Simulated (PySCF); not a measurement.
## Electronic structure of BH6O3Si3 (SMILES B[Si]1O[SiH2]O[SiH2]O1) (doublet) in real space

```xyz
13

B     2.9696   -0.7793    0.0036
Si    1.1677   -0.3066   -0.0014
O    -0.1293   -1.2946    0.1661
Si   -1.7397   -1.0558    0.1911
O    -2.0312    0.5333   -0.0019
Si   -0.9960    1.7736   -0.1978
O     0.5244    1.1914   -0.1729
H     3.2815   -1.8993    0.1349
H     3.7925    0.0430   -0.1238
H    -2.1980   -1.4144    1.5230
H    -2.2848   -1.7320   -0.9739
H    -1.2206    2.3092   -1.5306
H    -1.1406    2.6320    0.9658
```

Geometry: GFN2-xTB.

All numbers below come from PySCF 2.14.0, density-fitted response routines, UKS B3LYP, pcH-1 on B H O Si, non-relativistic, mean-field spin-orbit, GIAO.

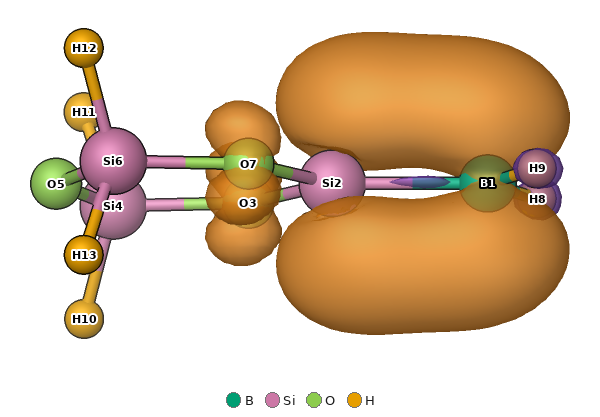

Figure 1. Isosurfaces of the spin density (α minus β) at +0.015 (orange) and −0.015 e/Å³ (purple), seen from one side.

Where is the unpaired spin?

Answer. The unpaired spin (1 electron) lies mostly on B1 (about 0.4) and Si2 (about 0.4), in electrons by Hirshfeld's partition.

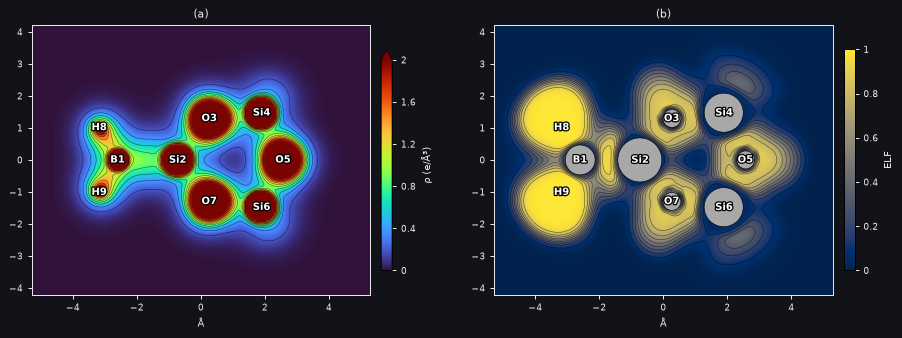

Figure 2. (a) electron density; (b) electron localisation function on the plane of atoms O5, Si6 and O7. Grey discs cover the atomic cores in the ELF map.

Describe what can be read from this map.

Answer. The plane passes through B, Si, O and H nuclei. Si–O (1.63 Å): the density is about 1.2 e/Å³ at the midpoint; the ELF peaks at about 0.85 between the atoms: a polar covalent bond. Si–B (1.86 Å): the density is about 0.89 e/Å³ at the midpoint; the ELF peaks at about 0.95 between the atoms (a covalent bond). B–H (1.17 Å): the density is about 1.3 e/Å³ at the midpoint; the ELF climbs to about 1 towards the hydrogen, as it does in any bond to H (a covalent bond by its length). The ELF also peaks beside O7, O5 and O3, away from the bonds: non-bonding electrons, paired or unpaired.

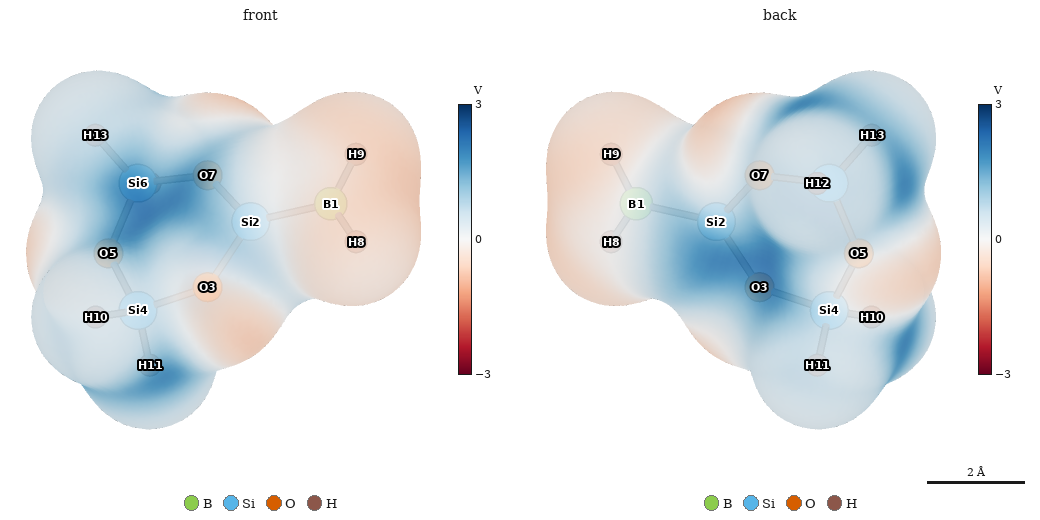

Figure 3. The electrostatic potential painted on the density surface at 0.002 e/bohr³, seen from the front and from behind; red is negative and blue positive.

Where is the surface potential most negative and most positive?

Answer. The most negative region (about −0.7 V) lies over O3 and O7, the most positive (about +2.1 V) over Si2, Si4 and Si6.
